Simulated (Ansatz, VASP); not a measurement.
# Cross-check of Ru between VASP and Ansatz

One calculation is typed for both programs; each brings its own data sets and cutoff. How far apart do they land? The cell is a member of a volume series, scaled by 0.98 from a relaxed one, so a pressure remains.

Program: Ansatz 0.2.0. Level of theory: plane waves, with VASP 6.6.1 beside it; zone-centre phonons at LDA. Results are calculated unless marked as measured.

## 1. The structure

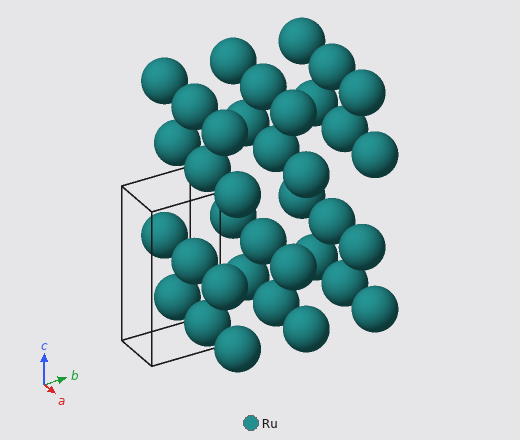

Start, viewed slightly off an axis; ruthenium teal. 3×3×2 cells are drawn.

Structure file:

```xyz
2
Lattice="2.6574 0.0000 0.0000 -1.3287 2.3014 0.0000 0.0000 0.0000 4.2049" Properties=species:S:1:pos:R:3 pbc="T T T"
Ru    0.0000    1.5342    1.0512
Ru    1.3287    0.7671    3.1537
```

## 2. VASP: zone-centre phonons, LDA

Second derivatives magnify differences that forces hide, and they need a tight electronic threshold.

Lines of VASP's logs that name or quote its potential files are left out, and so is its time.

Input file INCAR:

```
SYSTEM = Ru
PREC = Accurate
ENCUT = 500
EDIFF = 1E-08
NELM = 100
ISMEAR = 1
SIGMA = 0.15
LREAL = .FALSE.
ALGO = Normal
GGA = CA
NBANDS = 20
LASPH = .TRUE.
LORBIT = 11
LWAVE = .FALSE.
LCHARG = .FALSE.
KPAR = 4
IBRION = 8
ISIF = 2
```

Input file POSCAR:

```
Ru
1.0
    2.6573736788      0.0000000000      0.0000000000
   -1.3286868394      2.3013531155      0.0000000000
    0.0000000000      0.0000000000      4.2048884676
Ru
2
Direct
    0.3333333300      0.6666666700      0.2500000000
    0.6666666700      0.3333333300      0.7500000000
```

Input file KPOINTS:

```
Automatic mesh
0
Gamma
22 22 12
0 0 0
```

Potentials, in the order of the species: Ru_pv (LDA family, release 64).

Started as:

```sh
mpirun -np 4 vasp_std
```

Numbers of over 12 decimals in the logs are rounded to 6 here.

What it wrote:

```text
[banner, memory and clock lines left out]
running    4 mpi-ranks, on    1 nodes
 distrk:  each k-point on    1 cores,    4 groups
 distr:  one band on    1 cores,    1 groups

 POSCAR found type information on POSCAR Ru
 POSCAR found :  1 types and       2 ions
 LDA part: xc-table for (Slater(with rela. corr.)+CA(PZ))
 , standard interpolation
 POSCAR, INCAR and KPOINTS ok, starting setup
 FFT: planning ... GRIDC
 FFT: planning ... GRID_SOFT
 FFT: planning ... GRID
 WAVECAR not read
 entering main loop
       N       E                     dE             d eps       ncg     rms          rms(c)
DAV:   1     0.281529964553E+03    0.28153E+03   -0.17297E+04 14592   0.153E+03
DAV:   2    -0.167410154020E+02   -0.29827E+03   -0.28984E+03 14920   0.458E+02
DAV:   3    -0.227593975336E+02   -0.60184E+01   -0.59685E+01 16708   0.727E+01
DAV:   4    -0.228074671040E+02   -0.48070E-01   -0.48010E-01 18508   0.611E+00
DAV:   5    -0.228081497181E+02   -0.68261E-03   -0.68019E-03 16392   0.636E-01    0.210E+01
DAV:   6    -0.214889637038E+02    0.13192E+01   -0.29983E+00 16840   0.172E+01    0.609E+00
DAV:   7    -0.213928026663E+02    0.96161E-01   -0.55478E-01 16452   0.546E+00    0.118E+00
DAV:   8    -0.213820838734E+02    0.10719E-01   -0.25593E-02 16348   0.147E+00    0.361E-01
DAV:   9    -0.213814372699E+02    0.64660E-03   -0.10543E-03 16604   0.361E-01    0.311E-02
DAV:  10    -0.213814555827E+02   -0.18313E-04   -0.10528E-04 16300   0.106E-01    0.243E-02
DAV:  11    -0.213814532298E+02    0.23529E-05   -0.16932E-05 16256   0.405E-02    0.132E-03
DAV:  12    -0.213814532001E+02    0.29721E-07   -0.27122E-07 16696   0.478E-03    0.128E-03
DAV:  13    -0.213814532014E+02   -0.12969E-08   -0.47953E-09 10456   0.706E-04
   1 F= -.21381453E+02 E0= -.21381845E+02  d E =0.117507E-02
 Linear response reoptimize wavefunctions to high precision
DAV:   1    -0.213814532050E+02   -0.36512E-08   -0.43613E-10  9896   0.215E-04
DAV:   2    -0.213814532050E+02    0.63665E-11   -0.30159E-11  9348   0.586E-05
 Linear response DOF=           2
 Linear response progress:
  Degree of freedom:   1/  2
       N       E                     dE             d eps       ncg     rms          rms(c)
RMM:   1    -0.502443755223E+00   -0.50244E+00    0.33100E+00 68922   0.593E+01
RMM:   2    -0.604346026263E+00   -0.10190E+00   -0.11564E-01 94554   0.287E+00    0.145E-01
RMM:   3    -0.603096105757E+00    0.12499E-02   -0.35122E-03107859   0.497E-01    0.649E-02
RMM:   4    -0.601893967850E+00    0.12021E-02   -0.44401E-04108350   0.170E-01    0.242E-02
RMM:   5    -0.601718268517E+00    0.17570E-03   -0.86526E-05132497   0.436E-02    0.983E-03
RMM:   6    -0.601636731334E+00    0.81537E-04   -0.79766E-05118454   0.127E-02    0.496E-03
RMM:   7    -0.601634523653E+00    0.22077E-05   -0.53104E-05118136   0.691E-03    0.744E-04
RMM:   8    -0.601654417438E+00   -0.19894E-04   -0.33418E-05141500   0.247E-03    0.344E-04
RMM:   9    -0.601662628801E+00   -0.82114E-05   -0.16209E-05127141   0.107E-03    0.586E-05
RMM:  10    -0.601662536445E+00    0.92356E-07   -0.87177E-06145877   0.553E-04    0.215E-05
RMM:  11    -0.601662997186E+00   -0.46074E-06   -0.44831E-06126702   0.319E-04    0.845E-06
RMM:  12    -0.601663010499E+00   -0.13313E-07   -0.26873E-06141273   0.208E-04    0.438E-06
RMM:  13    -0.601663004069E+00    0.64303E-08   -0.15777E-06141772   0.151E-04    0.122E-06
RMM:  14    -0.601663031261E+00   -0.27192E-07   -0.10219E-06155623   0.120E-04    0.943E-07
RMM:  15    -0.601663055324E+00   -0.24063E-07   -0.66669E-07148056   0.103E-04    0.225E-07
RMM:  16    -0.601663057841E+00   -0.25172E-08   -0.43606E-07149363   0.917E-05    0.265E-07
RMM:  17    -0.601663066258E+00   -0.84171E-08   -0.32547E-07145137   0.857E-05    0.105E-07
RMM:  18    -0.601663071779E+00   -0.55206E-08   -0.26013E-07138539   0.817E-05    0.926E-08
 first order change of Fermi-energy  -0.13559E-05
 force on displaced ion       1 direction 1 :  -9.244   0.001   0.000
 Linear response progress:
  Degree of freedom:   2/  2
       N       E                     dE             d eps       ncg     rms          rms(c)
RMM:   1    -0.621261847806E+00   -0.62126E+00    0.38594E+00 22823   0.601E+01
RMM:   2    -0.736102911823E+00   -0.11484E+00   -0.13211E-01 31477   0.301E+00    0.145E-01
RMM:   3    -0.735983534737E+00    0.11938E-03   -0.16955E-03 35968   0.470E-01    0.730E-02
RMM:   4    -0.735411020067E+00    0.57251E-03   -0.31881E-04 35294   0.163E-01    0.220E-02
RMM:   5    -0.735282478640E+00    0.12854E-03    0.21702E-04 42165   0.524E-02    0.173E-02
RMM:   6    -0.735255286075E+00    0.27193E-04   -0.74331E-05 38189   0.192E-02    0.104E-02
RMM:   7    -0.735194291569E+00    0.60995E-04   -0.67117E-05 36979   0.978E-03    0.253E-03
RMM:   8    -0.735186213197E+00    0.80784E-05   -0.22174E-05 43078   0.417E-03    0.689E-04
RMM:   9    -0.735192943441E+00   -0.67302E-05   -0.85082E-06 41606   0.157E-03    0.101E-04
RMM:  10    -0.735194355111E+00   -0.14117E-05   -0.70994E-06 41455   0.664E-04    0.374E-05
RMM:  11    -0.735195130483E+00   -0.77537E-06   -0.51833E-06 44199   0.365E-04    0.119E-05
RMM:  12    -0.735195336945E+00   -0.20646E-06   -0.38667E-06 42316   0.238E-04    0.479E-06
RMM:  13    -0.735195277427E+00    0.59518E-07   -0.22890E-06 48607   0.164E-04    0.170E-06
RMM:  14    -0.735195295440E+00   -0.18013E-07   -0.17673E-06 48114   0.125E-04    0.134E-06
RMM:  15    -0.735195283700E+00    0.11740E-07   -0.12412E-06 48334   0.106E-04    0.114E-06
RMM:  16    -0.735195278317E+00    0.53834E-08   -0.86668E-07 47492   0.958E-05    0.402E-07
RMM:  17    -0.735195260013E+00    0.18303E-07   -0.62673E-07 41927   0.876E-05    0.506E-07
RMM:  18    -0.735195262215E+00   -0.22018E-08   -0.47360E-07 40687   0.835E-05    0.305E-07
RMM:  19    -0.735195261752E+00    0.46284E-09   -0.38914E-07 45188   0.811E-05    0.480E-07
RMM:  20    -0.735195256749E+00    0.50033E-08   -0.30749E-07 38500   0.789E-05    0.358E-07
RMM:  21    -0.735195255177E+00    0.15715E-08   -0.30299E-07 37876   0.776E-05    0.319E-07
RMM:  22    -0.735195255795E+00   -0.61765E-09   -0.23854E-07 37337   0.771E-05    0.259E-07
RMM:  23    -0.735195254401E+00    0.13939E-08   -0.24930E-07 37240   0.767E-05    0.310E-07
 first order change of Fermi-energy   0.86578E-04
 force on displaced ion       1 direction 3 :  -0.000   0.000 -15.438
 Linear response finished
```

OUTCAR, selected parts (step 2):

```text
ion  position               nearest neighbor table
   1  0.333  0.667  0.250-   2 2.60   2 2.60   2 2.60   2 2.60   2 2.60   2 2.60
   2  0.667  0.333  0.750-   1 2.60   1 2.60   1 2.60   1 2.60   1 2.60   1 2.60

  LATTYP: Found a hexagonal cell.
 ALAT       =     2.6573736788
 C/A-ratio  =     1.5823474512

 Subroutine GETGRP returns: Found 24 space group operations
 (whereof 12 operations were pure point group operations)

The static configuration has the point symmetry D_3d.
 The point group associated with its full space group is D_6h.

 Found    364 irreducible k-points:

   k-points           NKPTS =    364   k-points in BZ     NKDIM =    364   number of bands    NBANDS=     20

   dimension x,y,z NGX =    20 NGY =   20 NGZ =   32
   dimension x,y,z NGXF=    40 NGYF=   40 NGZF=   64

   ENCUT  =  500.0 eV  36.75 Ry    6.06 a.u.   4.85  4.85  7.67*2*pi/ulx,y,z

   NELECT =      28.0000    total number of electrons

 k-points in reciprocal lattice and weights: Automatic mesh
   0.00000000  0.00000000  0.00000000       0.000
   0.04545455  0.00000000  0.00000000       0.001
   0.09090909  0.00000000  0.00000000       0.001
   0.13636364  0.00000000  0.00000000       0.001
   0.18181818  0.00000000  0.00000000       0.001
   0.22727273 -0.00000000  0.00000000       0.001
   0.27272727 -0.00000000  0.00000000       0.001
   0.31818182  0.00000000  0.00000000       0.001
   0.36363636  0.00000000  0.00000000       0.001
[...]
0.36363636  0.27272727  0.50000000       0.001
   0.31818182  0.31818182  0.50000000       0.001

 average (electrostatic) potential at core
       1 -66.4975       2 -66.4975

  Total        1.3015515      1.3015515      1.1356718      0.0000000     -0.0000000      0.0000000
  in kB       81.0926653     81.0926655     70.7575943      0.0000000     -0.0000000      0.0000000
  external PRESSURE =      77.6476417 kB  Pullay stress =       0.0000000 kB

  energy-cutoff  :      500.00
  volume of cell :       25.72
      direct lattice vectors                 reciprocal lattice vectors
     2.657373679  0.000000000  0.000000000     0.376311396  0.217263486  0.000000000
    -1.328686839  2.301353115  0.000000000     0.000000000  0.434526972  0.000000000
     0.000000000  0.000000000  4.204888468     0.000000000  0.000000000  0.237818436

 POSITION                                       TOTAL-FORCE (eV/Angst)
 -----------------------------------------------------------------------------------
     -0.00000      1.53424      1.05122         0.000000      0.000000      0.000000
      1.32869      0.76712      3.15367        -0.000000      0.000000      0.000000
 -----------------------------------------------------------------------------------
    total drift:                               -0.000004      0.000002     -0.000000

 Eigenvectors and eigenvalues of the dynamical matrix
 ----------------------------------------------------

   1 f  =    8.640605 THz    54.290524 2PiTHz  288.219570 cm-1    35.734656 meV
             X         Y         Z           dx          dy          dz
     -0.000000  1.534235  1.051222     0.000000   -0.000000    0.707107
      1.328687  0.767118  3.153666     0.000000    0.000000   -0.707107

   2 f  =    6.686226 THz    42.010795 2PiTHz  223.028483 cm-1    27.651995 meV
             X         Y         Z           dx          dy          dz
     -0.000000  1.534235  1.051222     0.000000   -0.707107   -0.000000
      1.328687  0.767118  3.153666    -0.000000    0.707107    0.000000

   3 f  =    6.686226 THz    42.010795 2PiTHz  223.028483 cm-1    27.651995 meV
             X         Y         Z           dx          dy          dz
     -0.000000  1.534235  1.051222     0.707107    0.000000    0.000000
      1.328687  0.767118  3.153666    -0.707107    0.000000    0.000000

   4 f  =    0.000000 THz     0.000001 2PiTHz    0.000004 cm-1     0.000001 meV
             X         Y         Z           dx          dy          dz
     -0.000000  1.534235  1.051222    -0.440829    0.063849    0.549175
      1.328687  0.767118  3.153666    -0.440829    0.063849    0.549175

   5 f/i=    0.000000 THz     0.000000 2PiTHz    0.000000 cm-1     0.000000 meV
             X         Y         Z           dx          dy          dz
     -0.000000  1.534235  1.051222    -0.474648    0.316471   -0.417799
      1.328687  0.767118  3.153666    -0.474648    0.316471   -0.417799

   6 f/i=    0.000000 THz     0.000001 2PiTHz    0.000006 cm-1     0.000001 meV
             X         Y         Z           dx          dy          dz
     -0.000000  1.534235  1.051222    -0.283513   -0.629102   -0.154437
      1.328687  0.767118  3.153666    -0.283513   -0.629102   -0.154437

 ELASTIC MODULI CONTR FROM IONIC RELAXATION (kBar)
 Direction    XX          YY          ZZ          XY          YZ          ZX
 --------------------------------------------------------------------------------
 XX         -51.4649     51.4649     -0.0000     -0.0000      0.0000      0.0000
 YY          51.4649    -51.4649      0.0000      0.0000      0.0000      0.0000
 ZZ          -0.0000      0.0000     -0.0000     -0.0000      0.0000      0.0000
 XY          -0.0000      0.0000     -0.0000    -51.4649      0.0000      0.0000
 YZ           0.0000      0.0000      0.0000      0.0000      0.0000      0.0000
 ZX           0.0000      0.0000      0.0000      0.0000      0.0000      0.0000
 --------------------------------------------------------------------------------
```

(Part 1 of 2 ends here.)

[Lines on the potential files, build, host, timing and source positions are cut from VASP's logs without a mark.]

[Logs are printed without paths, hosts, clocks, repeated set-up lines and the standing remarks that a program may print on its own settings, such as how far it seeks lower states.]

[Hosts, paths, dates, database ids (printed as entryN), source tags and the programs' standing remarks are cut or masked in the printed files.]
